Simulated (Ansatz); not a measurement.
# wB97X/def2-SVP (core potential) run of WH2O4 (tungstic acid)

What is the vertical ionisation energy of WH2O4 (tungstic acid) at wB97X/def2-SVP (core potential)? 

Program for the calculation: Ansatz 0.2.0.

**1. The molecule**

WH2O4 has 7 atoms, charge 0, and is taken as a singlet. SMILES: `[O]=[W](=[O])([OH])[OH]`. Geometry: relaxed at PBE0-D4/def2-TZVP. This is one conformer, not always the lowest.

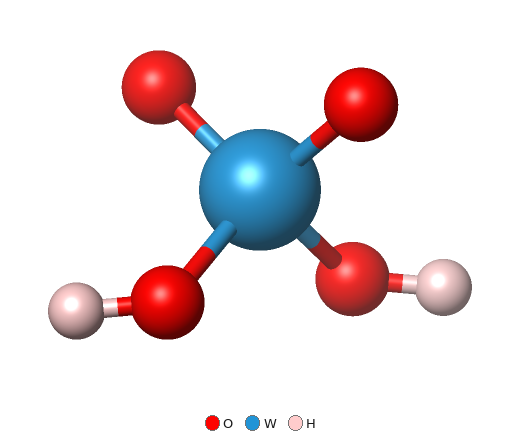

The structure, seen from a chosen angle (oxygen red, tungsten blue, hydrogen pink).

**2. A single-point energy at wB97X/def2-SVP (core potential)**

Contents of run.yaml:

```yaml
crystal:
  periodic: [false, false, false]
  atoms:
    - {symbol: O, position_ang: [-1.405490, 1.320440, 0.101460]}
    - {symbol: W, position_ang: [-0.074460, 0.262990, 0.223380]}
    - {symbol: O, position_ang: [0.838560, 0.682730, 1.599940]}
    - {symbol: O, position_ang: [-0.678990, -1.507810, 0.417510]}
    - {symbol: O, position_ang: [0.980910, 0.441080, -1.323670]}
    - {symbol: H, position_ang: [-1.588940, -1.793310, 0.309900]}
    - {symbol: H, position_ang: [1.928400, 0.593870, -1.328530]}
basis:
  gaussian:
    orbitals: def2-SVP
hamiltonian:
  xc: {name: wB97X}
accuracy: high
output: {orbitals: {seedname: orbitals}}
```

On the command line:

```console
$ ansatz run run.yaml --threads 1 --pin off --max-ram 3480MiB --events-out events.jsonl --progress --plain --runs-dir runs
```

Output:

```text
Warning: RAYON_NUM_THREADS=1 ignored (pool sized by the plan → 1); use --threads N
Functional definition: wB97X
  name "wB97X"
  parameter omega = 0.3/bohr
  parameter cx = 0.157706
  parameter cx1 = 0.726479
  parameter cx2 = 1.04760
  parameter cx3 = -5.70635
  parameter cx4 = 13.2794
  parameter css1 = -4.33879
  parameter css2 = 18.2308
  parameter css3 = -31.7430
  parameter css4 = 17.2901
  parameter cos1 = 2.37031
  parameter cos2 = -11.3995
  parameter cos3 = 6.58405
  parameter cos4 = -3.78132
  exchange = spin_sum(e_x_unif_sr(omega)*poly(b97_u_x, 1 - cx, cx1, cx2, cx3, cx4)) + cx*exact_x_sr(omega)
      + exact_x_lr(omega)
  correlation = spin_sum(e_c_pw_same_spin*poly(b97_u_same, 1, css1, css2, css3, css4))
      + integral(e_c_pw_opposite_spin*poly(b97_u_opposite, 1, cos1, cos2, cos3, cos4))
2166 factors; integrals over basis functions are off by at most 3.3e-9 eV
382 factors; integrals over basis functions are off by at most 2.3e-9 eV
mean field evaluation 1: about -10023.8908 eV, gradient 1.0e2 eV
mean field evaluation 2: about -9961.9568 eV, gradient 2.2e2 eV
mean field evaluation 4: about -10042.4620 eV, gradient 1.1e1 eV
mean field evaluation 8: about -10042.8176 eV, gradient 8.4e-1 eV
mean field evaluation 16: about -10042.8189 eV, gradient 8.9e-4 eV
mean field -10042.81892055 eV, -369.0667880630 hartree, gradient 8.2e-8 eV, S^2 0.000000; 0 other end points of the search recorded, 0 dependent functions left out
reference -10042.81891584 eV, -369.0667878898 hartree; 24, 24 occupied and 74, 74 virtual orbitals, 2166 factors
Total energy: -10042.81891584 eV, -369.0667878898 hartree
```

Wall time 41 s (1 thread of Arm Neoverse V1, shared host); peak memory 0.67 GiB.

**3. The doublet cation at the same level**

Contents of input.yaml:

```yaml
crystal:
  periodic: [false, false, false]
  atoms:
    - {symbol: O, position_ang: [-1.405490, 1.320440, 0.101460]}
    - {symbol: W, position_ang: [-0.074460, 0.262990, 0.223380]}
    - {symbol: O, position_ang: [0.838560, 0.682730, 1.599940]}
    - {symbol: O, position_ang: [-0.678990, -1.507810, 0.417510]}
    - {symbol: O, position_ang: [0.980910, 0.441080, -1.323670]}
    - {symbol: H, position_ang: [-1.588940, -1.793310, 0.309900]}
    - {symbol: H, position_ang: [1.928400, 0.593870, -1.328530]}
basis:
  gaussian:
    orbitals: def2-SVP
total_charge: 1
magnetization:
  spin_polarized: true
  initial_magnetization: 1
hamiltonian:
  xc: {name: wB97X}
accuracy: high
output:
  orbitals: {seedname: orbitals}
```

On the command line:

```console
$ ansatz run input.yaml --threads 1 --pin off --max-ram 3480MiB --events-out events.jsonl --progress --plain --runs-dir runs
```

Output, cut to the lines that bear on the results:

```text
Warning: RAYON_NUM_THREADS=1 ignored (pool sized by the plan → 1); use --threads N
[... 2 set-up lines as earlier in the session ...]
[...]
      + exact_x_lr(omega)
[...]
      + integral(e_c_pw_opposite_spin*poly(b97_u_opposite, 1, cos1, cos2, cos3, cos4))
2165 factors; integrals over basis functions are off by at most 3.3e-9 eV
382 factors; integrals over basis functions are off by at most 2.3e-9 eV
[...]
mean field -10031.56247462 eV, -368.6531213049 hartree, gradient 8.6e-8 eV, S^2 0.811141; 6 other end points of the search recorded, 0 dependent functions left out
reference -10031.56246950 eV, -368.6531211170 hartree; 24, 23 occupied and 74, 75 virtual orbitals, 2165 factors
Total energy: -10031.56246950 eV, -368.6531211170 hartree
```

It took 2.5 min on 1 thread of Arm Neoverse V1, shared host; peak memory 1.2 GiB.

**4. Summary of results**

At wB97X/def2-SVP (core potential):

| quantity | value |
| --- | --- |
| singlet WH2O4: total energy | -369.06679 Eh |
| singlet WH2O4: HOMO energy | -11.30 eV |
| singlet WH2O4: LUMO energy | 0.75 eV |
| singlet WH2O4: HOMO–LUMO gap | 12.05 eV |
| doublet cation: total energy | -368.65312 Eh |
| doublet cation: HOMO energy (highest over α and β) | -18.41 eV |
| doublet cation: LUMO energy (lowest over α and β) | -11.15 eV |
| doublet cation: ⟨S²⟩ | 0.811 |
| vertical ionisation energy (to the doublet cation) | 11.256 eV |

**Reading.** The vertical ionisation energy comes to 11.26 eV (1086 kJ/mol). −ε(HOMO) before ionisation, 11.30 eV, is 0.04 eV above this ionisation energy.
